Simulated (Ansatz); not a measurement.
**B3LYP/def2-SVP (core potential) run of C2H5InO (SMILES C[C](=O)[InH2])**

What is the electronic atomisation energy of C2H5InO at B3LYP/def2-SVP (core potential)? 

The results are computed with Ansatz 0.2.0.

62 further runs of the same task are left out: 62 set aside as unsound or not needed.

## (1) The system as given

C2H5InO has 9 atoms, charge 0, and is taken as a singlet. As SMILES, `C[C](=O)[InH2]`. The coordinates come from a PBE0-D4/def2-TZVP relaxation.

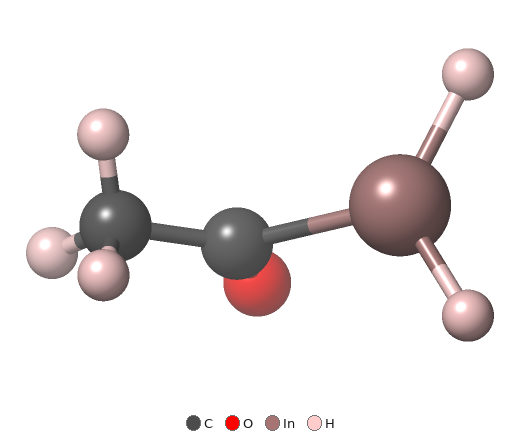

The structure, seen from a chosen angle (carbon dark grey, oxygen red, indium brown, hydrogen pink).

## (2) The energy at B3LYP/def2-SVP (core potential)

molecule.yaml

```yaml
crystal:
  periodic: [false, false, false]
  atoms:
    - {symbol: C, position_ang: [0.344400, 1.188000, -0.839100]}
    - {symbol: C, position_ang: [0.607000, -0.087100, -0.096200]}
    - {symbol: O, position_ang: [1.705800, -0.590300, -0.051600]}
    - {symbol: In, position_ang: [-0.847800, -1.304800, 1.038800]}
    - {symbol: H, position_ang: [1.255300, 1.565500, -1.309800]}
    - {symbol: H, position_ang: [-0.427200, 1.011100, -1.595100]}
    - {symbol: H, position_ang: [-0.058700, 1.931600, -0.144300]}
    - {symbol: H, position_ang: [-1.599800, -2.644700, 0.254600]}
    - {symbol: H, position_ang: [-0.978900, -1.069400, 2.742600]}
basis:
  gaussian: {orbitals: def2-SVP}
hamiltonian: {xc: {name: B3LYP}}
accuracy: high
output: {orbitals: {seedname: orbitals}}
```

Command:

```
ansatz run molecule.yaml --threads 1 --pin off --max-ram 3480MiB --events-out events.jsonl --progress --plain --runs-dir runs
```

Log:

```text
Warning: RAYON_NUM_THREADS=1 ignored (pool sized by the plan → 1); use --threads N
Functional definition: B3LYP
  name "B3LYP"
  parameter a0 = 0.2
  parameter ax = 0.72
  parameter ac = 0.81
  exchange = (1 - a0 - ax)*slater_x + ax*b88_x + a0*exact_x
  correlation = (1 - ac)*vwn_rpa_c + ac*lyp_c
2299 factors; integrals over basis functions are off by at most 8.2e-9 eV
mean field evaluation 1: about -9366.8465 eV, gradient 5.3e1 eV
mean field evaluation 2: about -9326.7944 eV, gradient 1.3e2 eV
mean field evaluation 4: about -9373.3553 eV, gradient 6.9e0 eV
mean field evaluation 8: about -9373.6679 eV, gradient 1.2e0 eV
mean field evaluation 16: about -9373.6720 eV, gradient 2.2e-4 eV
mean field -9373.67195703 eV, -344.4760907179 hartree, gradient 4.7e-8 eV, S^2 0.000000; 0 other end points of the search recorded, 0 dependent functions left out
reference -9373.67200207 eV, -344.4760923728 hartree; 23, 23 occupied and 70, 70 virtual orbitals, 2299 factors
Total energy: -9373.67200207 eV, -344.4760923728 hartree
```

It took 9.3 s on 1 thread of Arm Neoverse V2, shared host; peak memory 0.35 GiB.

## (3) The C atom at the same level

run.yaml

```yaml
crystal:
  periodic: [false, false, false]
  atoms:
    - {symbol: C, position_ang: [0.000000, 0.000000, 0.000000]}
basis:
  gaussian: {orbitals: def2-SVP}
magnetization: {spin_polarized: true, initial_magnetization: 2}
hamiltonian: {xc: {name: B3LYP}}
accuracy: high
```

Command:

```
ansatz run run.yaml --threads 1 --pin off --max-ram 3480MiB --events-out events.jsonl --progress --plain --runs-dir runs
```

Log:

```text
Warning: RAYON_NUM_THREADS=1 ignored (pool sized by the plan → 1); use --threads N
Functional definition: B3LYP
  name "B3LYP"
  parameter a0 = 0.2
  parameter ax = 0.72
  parameter ac = 0.81
  exchange = (1 - a0 - ax)*slater_x + ax*b88_x + a0*exact_x
  correlation = (1 - ac)*vwn_rpa_c + ac*lyp_c
95 factors; integrals over basis functions are off by at most 1.9e-9 eV
mean field evaluation 1: about -1028.8860 eV, gradient 3.7e0 eV
mean field evaluation 2: about -1028.9613 eV, gradient 1.2e0 eV
mean field evaluation 4: about -1028.9725 eV, gradient 2.6e-1 eV
mean field evaluation 8: about -1028.9730 eV, gradient 1.2e-5 eV
mean field -1028.97299109 eV, -37.8140599597 hartree, gradient 2.5e-8 eV, S^2 2.002648; 0 other end points of the search recorded, 0 dependent functions left out
reference -1028.97301121 eV, -37.8140606989 hartree; 4, 2 occupied and 10, 12 virtual orbitals, 95 factors
Total energy: -1028.97301121 eV, -37.8140606989 hartree
```

Wall time 0.26 s (1 thread of Arm Neoverse V2, shared host).

## (4) The H atom at the same level

run.yaml

```yaml
crystal:
  periodic: [false, false, false]
  atoms:
    - {symbol: H, position_ang: [0.000000, 0.000000, 0.000000]}
basis:
  gaussian:
    orbitals: def2-SVP
magnetization:
  spin_polarized: true
  initial_magnetization: 1
hamiltonian:
  xc: {name: B3LYP}
accuracy: high
```

Run the same way, it converges to -0.50126 Eh (log not shown).

## (5) The In atom at the same level

job.yaml

```yaml
crystal:
  periodic: [false, false, false]
  atoms:
    - {symbol: In, position_ang: [0.000000, 0.000000, 0.000000]}
basis:
  gaussian:
    orbitals: def2-SVP
magnetization:
  spin_polarized: true
  initial_magnetization: 1
hamiltonian:
  xc: {name: B3LYP}
accuracy: high
```

Command:

```
ansatz run job.yaml --threads 1 --pin off --max-ram 3480MiB --events-out events.jsonl --progress --plain --runs-dir runs
```

Log:

```text
Warning: RAYON_NUM_THREADS=1 ignored (pool sized by the plan → 1); use --threads N
Functional definition: B3LYP
  name "B3LYP"
  parameter a0 = 0.2
  parameter ax = 0.72
  parameter ac = 0.81
  exchange = (1 - a0 - ax)*slater_x + ax*b88_x + a0*exact_x
  correlation = (1 - ac)*vwn_rpa_c + ac*lyp_c
230 factors; integrals over basis functions are off by at most 1.2e-9 eV
mean field evaluation 1: about -5175.0857 eV, gradient 1.7e0 eV
mean field evaluation 2: about -5175.1065 eV, gradient 3.2e-1 eV
mean field evaluation 4: about -5175.1066 eV, gradient 3.3e-1 eV
mean field evaluation 8: about -5175.1071 eV, gradient 1.1e-3 eV
mean field evaluation 16: about -5175.0626 eV, gradient 1.9e0 eV
mean field evaluation 32: about -5175.1071 eV, gradient 8.0e-4 eV
mean field -5175.10707560 eV, -190.1816772149 hartree, gradient 2.7e-8 eV, S^2 0.751572; 1 other end points of the search recorded, 0 dependent functions left out
reference -5175.10709754 eV, -190.1816780210 hartree; 11, 10 occupied and 15, 16 virtual orbitals, 230 factors
Total energy: -5175.10709754 eV, -190.1816780210 hartree
```

Run time: 2.1 s. Hardware: 1 thread of Arm Neoverse V2, shared host; peak memory 0.1 GiB.

## (6) The O atom, same level

in.yaml

```yaml
crystal:
  periodic: [false, false, false]
  atoms:
    - symbol: O
      position_ang: [0.000000, 0.000000, 0.000000]
basis:
  gaussian:
    orbitals: def2-SVP
magnetization:
  spin_polarized: true
  initial_magnetization: 2
hamiltonian:
  xc: {name: B3LYP}
accuracy: high
```

Command:

```
ansatz run in.yaml --threads 1 --pin off --max-ram 3480MiB --events-out events.jsonl --progress --plain --runs-dir runs
```

Log:

```text
Warning: RAYON_NUM_THREADS=1 ignored (pool sized by the plan → 1); use --threads N
Functional definition: B3LYP
  name "B3LYP"
  parameter a0 = 0.2
  parameter ax = 0.72
  parameter ac = 0.81
  exchange = (1 - a0 - ax)*slater_x + ax*b88_x + a0*exact_x
  correlation = (1 - ac)*vwn_rpa_c + ac*lyp_c
95 factors; integrals over basis functions are off by at most 1.3e-9 eV
mean field evaluation 1: about -2040.7572 eV, gradient 5.7e0 eV
mean field evaluation 2: about -2040.8320 eV, gradient 3.3e0 eV
mean field evaluation 4: about -2040.8746 eV, gradient 2.0e-2 eV
mean field evaluation 8: about -2040.8746 eV, gradient 1.1e-4 eV
mean field -2040.87459963 eV, -75.0007581818 hartree, gradient 3.9e-8 eV, S^2 2.002256; 0 other end points of the search recorded, 0 dependent functions left out
reference -2040.87461082 eV, -75.0007585933 hartree; 5, 3 occupied and 9, 11 virtual orbitals, 95 factors
Total energy: -2040.87461082 eV, -75.0007585933 hartree
```

It took 0.26 s on 1 thread of Arm Neoverse V2, shared host.

## (7) Summary of results

At B3LYP/def2-SVP (core potential):

```
                     quantity          value
       molecule: total energy  -344.47609 Eh
        molecule: HOMO energy       -5.97 eV
        molecule: LUMO energy       -1.96 eV
      molecule: HOMO–LUMO gap        4.01 eV
         C atom: total energy   -37.81406 Eh
                 C atom: ⟨S²⟩          2.003
         H atom: total energy    -0.50126 Eh
                 H atom: ⟨S²⟩          0.750
        In atom: total energy  -190.18168 Eh
                In atom: ⟨S²⟩          0.752
         O atom: total energy   -75.00076 Eh
                 O atom: ⟨S²⟩          2.002
electronic atomisation energy      31.545 eV
```

**Reading.** Taking the molecule apart into free atoms costs 31.54 eV (727 kcal/mol), before zero-point energy and without spin-orbit coupling.
